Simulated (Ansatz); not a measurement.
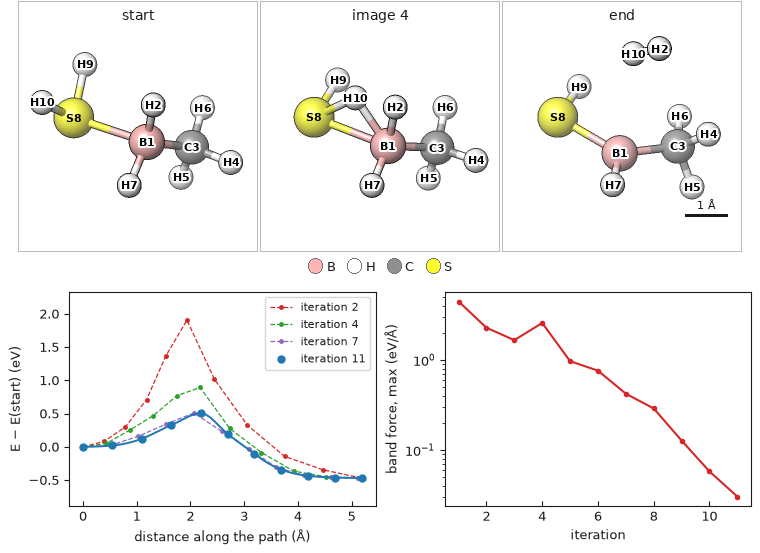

NEB run on CH$_{7}$BS. Images are numbered from 0 (start) to 10 (end). The plot follows the band through its iterations. Style: ball-and-stick. Shown from a free direction.

Computed with RKS r2SCANh-D4/cc-pVDZ (Ansatz). Set-up: 9 movable images; climbing image; force threshold 0.05 eV/Å; iteration limit 60; starting path through a guess of the saddle point.

**Judge this run.**

The result is final at these settings. The band converged in 11 iterations. The largest component of the band force went from 4.5 to 0.031 eV/Å. The climbing image converged on the top of the path. Its vibrational analysis gives one imaginary mode (642i cm⁻¹), as a transition state must have. The first iteration put the highest image at 3.09 eV. The highest point, image 4, lies 0.50 eV above the start and 0.97 eV above the end; the end is at −0.47 eV relative to the start.
